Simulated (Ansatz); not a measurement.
**BGeH4 (doublet): correlated methods under varied settings at a displaced geometry (v2)**

Aim: run BGeH4 (doublet) at one geometry under a spread of methods and options, and see what each costs and gives.

Program: Ansatz 0.2.0, Gaussian basis. Level of theory: the settings change from run to run. These are calculated values, not measurements.

23 further runs of the same task are left out: 6 that didn't finish, 17 set aside as unsound or not needed. Runs told in other sessions of the task aren't counted.

## Step 1: What is computed

The geometry is a PBE0/def2-TZVP stationary point (not a proven minimum) with its atoms shifted at random (size 0.100 Å). No spin-orbit coupling is included. The filled d shell of Ge may be among the frozen orbitals whatever the setting's name suggests.

6 atoms, charge 0, spin multiplicity 2.

Atoms are counted from 1 here; the program's logs count them from 0.

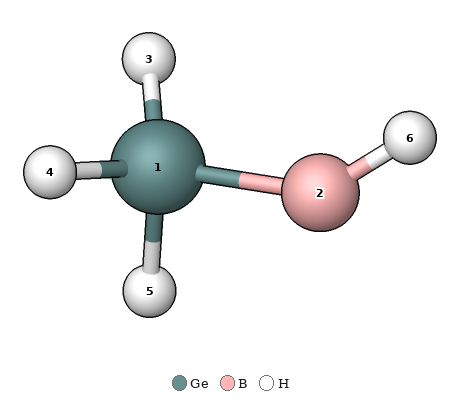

The geometry (germanium teal, boron pink, hydrogen white); atoms are numbered from 1 in the order of the file.

## Step 2: MP2 on ROHF/STO-3G

Contents of in.yaml:

```yaml
crystal:
  periodic: [false, false, false]
  atoms:
    - {symbol: Ge, position_ang: [0.022406, 0.016856, 0.265837]}
    - {symbol: B, position_ang: [-0.142468, -0.142997, -1.750936]}
    - {symbol: H, position_ang: [-0.065848, 1.428417, 0.836372]}
    - {symbol: H, position_ang: [1.259971, -0.790176, 0.831426]}
    - {symbol: H, position_ang: [-1.328508, -0.809309, 0.728543]}
    - {symbol: H, position_ang: [0.047732, 0.490077, -2.774341]}
basis:
  gaussian: {orbitals: STO-3G}
magnetization: {spin_polarized: false, initial_magnetization: 1}
correlation: {method: mp2, electrons: valence}
```

Command:

```
$ ansatz run in.yaml --threads 1 --pin off --events-out ev --progress --plain --max-ram 2393MiB
```

What it wrote:

```text
Functional definition: HF
  name "HF"
  cite "Fock, Z. Phys. 61, 126 (1930) doi:10.1007/BF01340294"
  parent pbe
  exchange = exact_x
  correlation = 0
293 factors; integrals over basis functions are off by at most 3.2e-5 eV
mean field evaluation 1: about -56553.1014 eV, gradient 1.1e1 eV
mean field evaluation 2: about -56553.1046 eV, gradient 1.1e1 eV
mean field evaluation 4: about -56554.3037 eV, gradient 4.8e-1 eV
mean field evaluation 8: about -56554.3049 eV, gradient 2.4e-6 eV
mean field evaluation 16: about -56553.2335 eV, gradient 7.1e-1 eV
mean field -56554.30492070 eV, -2078.3323719510 hartree, gradient 9.0e-6 eV, S^2 0.750000; 4 other end points of the search recorded, 0 dependent functions left out
mean field evaluation 32: about -56554.3320 eV, gradient 2.4e-4 eV
10 core orbitals not correlated: weight in the atoms' cores, before any rotation towards them, 1.000 or more for the frozen orbitals, at most 0.000 for the correlated occupied ones
reference -56554.30492070 eV, -2078.3323719510 hartree; 11, 10 occupied and 6, 7 virtual orbitals, 293 factors
second order -1.72332280 eV of doubles, -0.01137559 eV of singles
Total energy: -56556.03961909 eV, -2078.3961209409 hartree
```

Wall time 0.39 s (1 thread of Arm Neoverse V1, shared host).

## Step 3: NEVPT4(SD)(3,7)/STO-3G

in.yaml, as its differences from that of step 2:

```diff
@@ -12,2 +12,2 @@
 magnetization: {spin_polarized: false, initial_magnetization: 1}
-correlation: {method: mp2, electrons: valence}
+correlation: {method: fic_nevpt4_sd, electrons: valence, active_space: {window: {electrons: 3, orbitals: 7}}}
```

Launched as before.

What it wrote, cut to the lines that bear on the results:

```text
Functional definition: HF
  name "HF"
  cite "Fock, Z. Phys. 61, 126 (1930) doi:10.1007/BF01340294"
  parent pbe
[...]
293 factors; integrals over basis functions are off by at most 3.2e-5 eV
[...]
mean field -56554.30492070 eV, -2078.3323719510 hartree, gradient 9.0e-6 eV, S^2 0.750000; 4 other end points of the search recorded, 0 dependent functions left out
reference -56554.30492070 eV, -2078.3323719510 hartree; 21, 20 occupied and 6, 7 virtual orbitals, 293 factors
state -56554.81888146 eV, -2078.3512596604 hartree
state -56554.81888146 eV, -2078.3512596604 hartree; corrected -56556.79531364 eV, -2078.4238922037 hartree
state -56554.81160024 eV, -2078.3509920806 hartree
state -56554.81160024 eV, -2078.3509920806 hartree; corrected -56556.76428160 eV, -2078.4227517971 hartree
state -56554.81888146 eV, -2078.3512596604 hartree; corrected -56556.79531364 eV, -2078.4238922037 hartree
[...]
WARN: 1 active orbitals are nearly empty or full. The corrections depend on them more than the energy does, and are more stable in an active space without them
Total energy: -56556.79531364 eV, -2078.4238922037 hartree
```

It took 2.7 s on 1 thread of Arm Neoverse V1, shared host.

From the report: 147 determinants; active occupations 1.98, 1.00, 0.02, 0.00, 0.00, 0.00, 0.00. The report marks this result as in doubt.

## Step 4: CCSD on ROHF/STO-3G

in.yaml, as its differences from that of step 3:

```diff
@@ -12,2 +12,3 @@
 magnetization: {spin_polarized: false, initial_magnetization: 1}
-correlation: {method: fic_nevpt4_sd, electrons: valence, active_space: {window: {electrons: 3, orbitals: 7}}}
+correlation: {method: ccsd, electrons: outside_noble_gas}
+accuracy: high
```

Same command.

What it wrote, cut to the lines that bear on the results:

```text
Functional definition: HF
  name "HF"
  cite "Fock, Z. Phys. 61, 126 (1930) doi:10.1007/BF01340294"
  parent pbe
[...]
401 factors; integrals over basis functions are off by at most 3.0e-9 eV
[...]
mean field -56554.30514540 eV, -2078.3323802088 hartree, gradient 2.0e-8 eV, S^2 0.750000; 6 other end points of the search recorded, 0 dependent functions left out
determinant -56554.30514540 eV, -2078.3323802088 hartree, with singles and doubles -56556.83740629 eV, -2078.4254390798 hartree
determinant -56553.23564499 eV, -2078.2930767936 hartree, with singles and doubles -56555.94250458 eV, -2078.3925520487 hartree
15 core orbitals not correlated, not the lowest: weight in the atoms' cores, before any rotation towards them, 0.944 or more for the frozen orbitals, at most 0.050 for the correlated occupied ones
reference -56554.30514540 eV, -2078.3323802088 hartree; 6, 5 occupied and 6, 7 virtual orbitals, 401 factors
second order -1.64566951 eV of doubles, -0.01120230 eV of singles
cycle   1  -2.53211269 eV  change    1.5e-4 eV  update   3.7e-4
[...]
cycle  24  -2.53208591 eV  change   4.5e-10 eV  update  8.4e-10
Total energy: -56556.83723132 eV, -2078.4254326497 hartree
```

Run time: 0.66 s. Hardware: 1 thread of Arm Neoverse V1, shared host.

From the report: correlation -2.5321 eV; T1 0.010; largest double amplitude 0.04.

## Step 5: BCCD(T) on ROHF/cc-pVDZ

in.yaml, as its differences from that of step 4:

```diff
@@ -10,5 +10,5 @@
 basis:
-  gaussian: {orbitals: STO-3G}
+  gaussian: {orbitals: cc-pVDZ, fitting: {mean_field: def2-universal-jkfit}}
 magnetization: {spin_polarized: false, initial_magnetization: 1}
-correlation: {method: ccsd, electrons: outside_noble_gas}
-accuracy: high
+correlation: {method: bccd_t, electrons: outside_noble_gas}
+output: {forces: true}
```

The command is unchanged.

What it wrote, cut to the lines that bear on the results:

```text
Functional definition: HF
  name "HF"
  cite "Fock, Z. Phys. 61, 126 (1930) doi:10.1007/BF01340294"
  parent pbe
[...]
413 factors; integrals over basis functions are off by at most 4.3e-1 eV
[...]
mean field -57204.89055570 eV, -2102.2409530543 hartree, gradient 2.7e-6 eV, S^2 0.750000; 5 other end points of the search recorded, 0 dependent functions left out
[...]
determinant -57204.89055570 eV, -2102.2409530543 hartree, with singles and doubles -57210.45227924 eV, -2102.4453426245 hartree
determinant -57204.10585029 eV, -2102.2121156624 hartree, with singles and doubles -57209.79699217 eV, -2102.4212612689 hartree
15 core orbitals not correlated: weight in the atoms' cores, before any rotation towards them, 0.999 or more for the frozen orbitals, at most 0.000 for the correlated occupied ones
reference -57204.89055570 eV, -2102.2409530543 hartree; 6, 5 occupied and 40, 41 virtual orbitals, 413 factors
second order -4.37258629 eV of doubles, -0.03523726 eV of singles
cycle   1  -5.55909888 eV  change    2.6e-3 eV  update   3.3e-3
[...]
cycle  15  -5.55780283 eV  change    1.6e-8 eV  update   2.6e-7
perturbative correction -0.13326247 eV, -0.0048973055 hartree
[...]
Total energy: -57210.58162100 eV, -2102.4500958468 hartree
Atom 0 at     0.022406     0.016856     0.265837 Å, force    -1.032002    -1.380840     0.767473 eV/Å
Atom 1 at    -0.142468    -0.142997    -1.750936 Å, force     0.375215    -0.007474    -0.930132 eV/Å
Atom 2 at    -0.065848     1.428417     0.836372 Å, force     0.108368     0.351979     0.241874 eV/Å
Atom 3 at     1.259971    -0.790176     0.831426 Å, force    -0.394990     0.374957    -0.258090 eV/Å
Atom 4 at    -1.328508    -0.809309     0.728543 Å, force     1.065593     0.710174    -0.093794 eV/Å
Atom 5 at     0.047732     0.490077    -2.774341 Å, force    -0.122184    -0.048796     0.272668 eV/Å
Dipole moment:     0.090317     0.123174    -0.019550 e Å
```

It took 9.5 s on 1 thread of Arm Neoverse V1, shared host.

From the report: correlation -5.6911 eV; largest double amplitude 0.03.

## Step 6: MP2 on ROHF/cc-pVDZ

in.yaml, as its differences from that of step 5:

```diff
@@ -10,5 +10,6 @@
 basis:
-  gaussian: {orbitals: cc-pVDZ, fitting: {mean_field: def2-universal-jkfit}}
+  gaussian: {orbitals: cc-pVDZ}
 magnetization: {spin_polarized: false, initial_magnetization: 1}
-correlation: {method: bccd_t, electrons: outside_noble_gas}
+correlation: {method: mp2, electrons: valence}
+accuracy: high
 output: {forces: true}
```

The command is unchanged.

What it wrote, cut to the lines that bear on the results:

```text
Functional definition: HF
  name "HF"
  cite "Fock, Z. Phys. 61, 126 (1930) doi:10.1007/BF01340294"
  parent pbe
[...]
1376 factors; integrals over basis functions are off by at most 4.6e-9 eV
[...]
mean field -57204.89093570 eV, -2102.2409670191 hartree, gradient 3.0e-8 eV, S^2 0.750000; 4 other end points of the search recorded, 0 dependent functions left out
[...]
10 core orbitals not correlated: weight in the atoms' cores, before any rotation towards them, 1.000 or more for the frozen orbitals, at most 0.000 for the correlated occupied ones
reference -57204.89093570 eV, -2102.2409670191 hartree; 11, 10 occupied and 40, 41 virtual orbitals, 1376 factors
second order -4.96834709 eV of doubles, -0.03527230 eV of singles
[...]
Total energy: -57209.89455509 eV, -2102.4248466401 hartree
Atom 0 at     0.022406     0.016856     0.265837 Å, force    -1.071393    -1.405229     0.838506 eV/Å
Atom 1 at    -0.142468    -0.142997    -1.750936 Å, force     0.404136     0.061729    -0.889462 eV/Å
Atom 2 at    -0.065848     1.428417     0.836372 Å, force     0.125772     0.131644     0.150015 eV/Å
Atom 3 at     1.259971    -0.790176     0.831426 Å, force    -0.572210     0.498268    -0.346184 eV/Å
Atom 4 at    -1.328508    -0.809309     0.728543 Å, force     1.252449     0.827315    -0.162169 eV/Å
Atom 5 at     0.047732     0.490077    -2.774341 Å, force    -0.138755    -0.113727     0.409294 eV/Å
Dipole moment:     0.090256     0.122390    -0.033835 e Å
```

Run time: 8 s. Hardware: 1 thread of Arm Neoverse V1, shared host.

## Step 7: CCSD on UHF/cc-pVDZ

in.yaml, as its differences from that of step 6:

```diff
@@ -10,6 +10,4 @@
 basis:
-  gaussian: {orbitals: cc-pVDZ}
-magnetization: {spin_polarized: false, initial_magnetization: 1}
-correlation: {method: mp2, electrons: valence}
-accuracy: high
-output: {forces: true}
+  gaussian: {orbitals: cc-pVDZ, point_charges: [{charge: 1.00, position_ang: [4.090, 0.279, 0.954]}]}
+magnetization: {spin_polarized: true, initial_magnetization: 1}
+correlation: {method: ccsd, electrons: valence}
```

Launched as before.

What it wrote, cut to the lines that bear on the results:

```text
Functional definition: HF
  name "HF"
  cite "Fock, Z. Phys. 61, 126 (1930) doi:10.1007/BF01340294"
  parent pbe
[...]
632 factors; integrals over basis functions are off by at most 8.4e-4 eV
[...]
mean field -57205.02331689 eV, -2102.2458319382 hartree, gradient 1.7e-6 eV, S^2 0.757050; 5 other end points of the search recorded, 0 dependent functions left out
determinant -57205.02331689 eV, -2102.2458319382 hartree, with singles and doubles -57211.09506327 eV, -2102.4689645021 hartree
determinant -57204.39259663 eV, -2102.2226533961 hartree, with singles and doubles -57210.53059621 eV, -2102.4482207201 hartree
10 core orbitals not correlated: weight in the atoms' cores, before any rotation towards them, 1.000 or more for the frozen orbitals, at most 0.000 for the correlated occupied ones
reference -57205.02331689 eV, -2102.2458319382 hartree; 11, 10 occupied and 40, 41 virtual orbitals, 632 factors
second order -4.94840298 eV of doubles, -0.00000000 eV of singles
cycle   1  -6.07167399 eV  change    7.2e-5 eV  update   5.6e-4
[...]
cycle  10  -6.07182113 eV  change   -6.3e-6 eV  update   3.8e-6
Total energy: -57211.09513802 eV, -2102.4689672490 hartree
```

It took 7.5 s on 1 thread of Arm Neoverse V1, shared host.

From the report: ⟨S²⟩ of the determinant 0.757 (pure doublet: 0.75); correlation -6.0718 eV; T1 0.011; largest double amplitude 0.04.

## Step 8: HF (UHF)/6-31G*

in.yaml, as its differences from that of step 7:

```diff
@@ -10,4 +10,6 @@
 basis:
-  gaussian: {orbitals: cc-pVDZ, point_charges: [{charge: 1.00, position_ang: [4.090, 0.279, 0.954]}]}
+  gaussian: {orbitals: "6-31G*", point_charges: [{charge: 0.50, position_ang: [5.729, -0.190, -0.953]}]}
 magnetization: {spin_polarized: true, initial_magnetization: 1}
-correlation: {method: ccsd, electrons: valence}
+hamiltonian: {xc: hf, pseudopotentials: {relativity: none}}
+scf: {lower_state_search: off}
+output: {orbitals: {seedname: orbitals}}
```

The command is unchanged.

What it wrote:

```text
Functional definition: HF
  name "HF"
  cite "Fock, Z. Phys. 61, 126 (1930) doi:10.1007/BF01340294"
  parent pbe
  exchange = exact_x
  correlation = 0
these checks for a lower state are left out or cut short: stability, starts, cluster_reference, orbital_swaps, neighbouring_geometries, increment
577 factors; integrals over basis functions are off by at most 6.8e-4 eV
mean field evaluation 1: about -57196.4708 eV, gradient 9.2e0 eV
mean field evaluation 2: about -57196.4923 eV, gradient 9.2e0 eV
mean field evaluation 4: about -57197.7141 eV, gradient 1.4e0 eV
mean field evaluation 8: about -57197.7423 eV, gradient 1.0e-1 eV
mean field -57197.74277233 eV, -2101.9782768605 hartree, gradient 1.7e-6 eV, S^2 0.756227; 0 other end points of the search recorded, 0 dependent functions left out
reference -57197.74277233 eV, -2101.9782768605 hartree; 21, 20 occupied and 37, 38 virtual orbitals, 577 factors
Total energy: -57197.74277233 eV, -2101.9782768605 hartree
Checks for a lower state left out: stability, starts, cluster_reference, orbital_swaps, neighbouring_geometries, increment
```

Wall time 0.69 s (1 thread of Arm Neoverse V1, shared host).

From the report: ⟨S²⟩ of the determinant 0.756 (pure doublet: 0.75).

## Step 9: BCCD on ROHF/STO-3G

Contents of in.yaml:

```yaml
crystal:
  periodic: [false, false, false]
  atoms:
    - {symbol: Ge, position_ang: [0.022406, 0.016856, 0.265837]}
    - {symbol: B, position_ang: [-0.142468, -0.142997, -1.750936]}
    - {symbol: H, position_ang: [-0.065848, 1.428417, 0.836372]}
    - {symbol: H, position_ang: [1.259971, -0.790176, 0.831426]}
    - {symbol: H, position_ang: [-1.328508, -0.809309, 0.728543]}
    - {symbol: H, position_ang: [0.047732, 0.490077, -2.774341]}
basis:
  gaussian: {orbitals: STO-3G}
magnetization: {spin_polarized: false, initial_magnetization: 1}
correlation: {method: bccd, electrons: all}
output: {forces: true}
```

The command is unchanged.

What it wrote, cut to the lines that bear on the results:

```text
Functional definition: HF
  name "HF"
  cite "Fock, Z. Phys. 61, 126 (1930) doi:10.1007/BF01340294"
  parent pbe
[...]
293 factors; integrals over basis functions are off by at most 3.2e-5 eV
[...]
mean field -56554.30492070 eV, -2078.3323719510 hartree, gradient 9.0e-6 eV, S^2 0.750000; 6 other end points of the search recorded, 0 dependent functions left out
[...]
determinant -56554.30492070 eV, -2078.3323719510 hartree, with singles and doubles -56556.96562669 eV, -2078.4301510928 hartree
determinant -56553.23540284 eV, -2078.2930678945 hartree, with singles and doubles -56556.06926768 eV, -2078.3972105065 hartree
reference -56554.30492070 eV, -2078.3323719510 hartree; 21, 20 occupied and 6, 7 virtual orbitals, 293 factors
second order -1.77219247 eV of doubles, -0.01151668 eV of singles
cycle   1  -2.66022305 eV  change    4.8e-4 eV  update   2.5e-3
[...]
cycle  16  -2.65917512 eV  change   -2.1e-7 eV  update   3.6e-7
[...]
Total energy: -56556.96409582 eV, -2078.4300948344 hartree
Atom 0 at     0.022406     0.016856     0.265837 Å, force    -1.186783    -1.333652     0.752941 eV/Å
Atom 1 at    -0.142468    -0.142997    -1.750936 Å, force     0.387527     0.119933    -0.181054 eV/Å
Atom 2 at    -0.065848     1.428417     0.836372 Å, force     0.223430    -1.264263    -0.393766 eV/Å
Atom 3 at     1.259971    -0.790176     0.831426 Å, force    -1.594138     1.208716    -0.749202 eV/Å
Atom 4 at    -1.328508    -0.809309     0.728543 Å, force     2.252310     1.438413    -0.425008 eV/Å
Atom 5 at     0.047732     0.490077    -2.774341 Å, force    -0.082346    -0.169146     0.996089 eV/Å
Dipole moment:     0.052581     0.026880     0.004970 e Å
```

Run time: 6 s. Hardware: 1 thread of Arm Neoverse V1, shared host.

From the report: correlation -2.6592 eV; largest double amplitude 0.04.

## Step 10: BCCD(T)/cc-pVDZ

in.yaml, as its differences from that of step 9:

```diff
@@ -10,5 +10,6 @@
 basis:
-  gaussian: {orbitals: STO-3G}
+  gaussian: {orbitals: cc-pVDZ}
 magnetization: {spin_polarized: false, initial_magnetization: 1}
-correlation: {method: bccd, electrons: all}
+hamiltonian: {xc: {name: PBE}}
+correlation: {method: bccd_t, electrons: outside_noble_gas}
 output: {forces: true}
```

Same command.

What it wrote, cut to the lines that bear on the results:

```text
Functional definition: PBE
  name "PBE"
  cite "Perdew, Burke & Ernzerhof, Phys. Rev. Lett. 77, 3865 (1996) doi:10.1103/PhysRevLett.77.3865"
  parent pbe
[...]
632 factors; integrals over basis functions are off by at most 8.4e-4 eV
[...]
mean field -57245.26922145 eV, -2103.7248416511 hartree, gradient 4.2e-6 eV, S^2 0.750000; 4 other end points of the search recorded, 0 dependent functions left out
[...]
15 core orbitals not correlated: weight in the atoms' cores, before any rotation towards them, 0.999 or more for the frozen orbitals, at most 0.000 for the correlated occupied ones
reference -57204.10164409 eV, -2102.2119610877 hartree; 6, 5 occupied and 40, 41 virtual orbitals, 632 factors
second order -4.68855072 eV of doubles, -0.39210382 eV of singles
cycle   1  -5.77681557 eV  change   -7.0e-1 eV  update   6.4e-2
[...]
cycle  18  -6.04476318 eV  change   -7.6e-8 eV  update   2.1e-7
perturbative correction -0.13313539 eV, -0.0048926352 hartree
[...]
Total energy: -57210.27954266 eV, -2102.4389946724 hartree
Atom 0 at     0.022406     0.016856     0.265837 Å, force    -1.029306    -1.377253     0.773937 eV/Å
Atom 1 at    -0.142468    -0.142997    -1.750936 Å, force     0.373757    -0.009795    -0.947106 eV/Å
Atom 2 at    -0.065848     1.428417     0.836372 Å, force     0.107694     0.360017     0.245097 eV/Å
Atom 3 at     1.259971    -0.790176     0.831426 Å, force    -0.388157     0.369830    -0.254431 eV/Å
Atom 4 at    -1.328508    -0.809309     0.728543 Å, force     1.058324     0.705459    -0.091118 eV/Å
Atom 5 at     0.047732     0.490077    -2.774341 Å, force    -0.122313    -0.048259     0.273621 eV/Å
Dipole moment:     0.090272     0.123026    -0.018087 e Å
```

Run time: 16 s. Hardware: 1 thread of Arm Neoverse V1, shared host; peak memory 0.29 GiB.

From the report: correlation -6.1779 eV; largest double amplitude 0.04.

## Step 11: The runs in one table

Where basis and cores are those of an earlier UCCSDT(Q)/cc-pVDZ run (-57210.6190 eV), and the records show the same count of frozen orbitals and kind of state, the miss against it is given; a blank cell means that this couldn't be shown. † marks a result that the program doubts.

| level | correlated | functions | energy (eV) | from UCCSDT(Q) (meV) | time |
| --- | --- | --- | --- | --- | --- |
| MP2 on ROHF/STO-3G | valence | 27 | -56556.0396 |  | 0.39 s |
| NEVPT4(SD)(3,7)/STO-3G † | valence | 27 | -56556.7953 |  | 2.7 s |
| CCSD on ROHF/STO-3G | outside noble gas | 27 | -56556.8372 |  | 0.66 s |
| BCCD(T) on ROHF/cc-pVDZ | outside noble gas | 61 | -57210.5816 | 37.4 | 9.5 s |
| MP2 on ROHF/cc-pVDZ | valence | 61 | -57209.8946 |  | 8 s |
| CCSD on UHF/cc-pVDZ (beside a point charge) | valence | 61 | -57211.0951 |  | 7.5 s |
| HF (UHF)/6-31G* (beside a point charge) |  | 58 | -57197.7428 |  | 0.69 s |
| BCCD on ROHF/STO-3G | all | 27 | -56556.9641 |  | 6 s |
| BCCD(T)/cc-pVDZ (on PBE orbitals) | outside noble gas | 61 | -57210.2795 | 339.5 | 16 s |

## Step 12: Outcome

| quantity | value |
| --- | --- |
| runs | 9 |
| quickest | MP2 on ROHF/STO-3G, 0.39 s |
| slowest | BCCD(T)/cc-pVDZ (on PBE orbitals), 16 s |

In words: Total energies in different bases, with other cores or another treatment of relativity can't be set against each other. «valence» and «outside noble gas» are the program's key words; the logs give how many orbitals each freezes, and for Ga to Kr the 3d shell needn't follow the word's plain sense. BCCD(T)/cc-pVDZ (on PBE orbitals) took 40 times as long as MP2 on ROHF/STO-3G; the jobs differ in more than the method. Among the correlated runs with a miss given, it spans +37 to +339 meV. Cores frozen from Kohn-Sham orbitals shift the total energy.
